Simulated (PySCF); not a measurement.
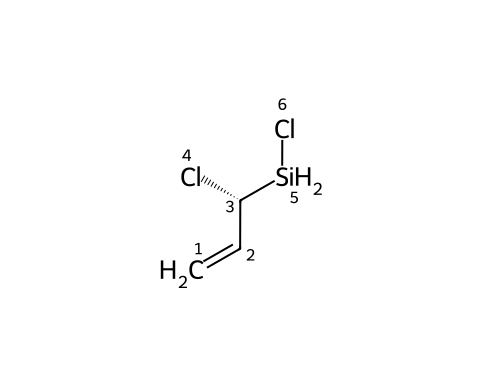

Skeletal drawing with numbered atoms; wedges and dashes mark any stereocentres. The configuration is that of a computed structure (PBE0-D3(BJ)/def2-SVP).

Question: Assign CIP descriptors.

Answer: C3: S.

Question: Give a SMILES with the stereochemistry.

Answer: C=C[C@H](Cl)[SiH2]Cl
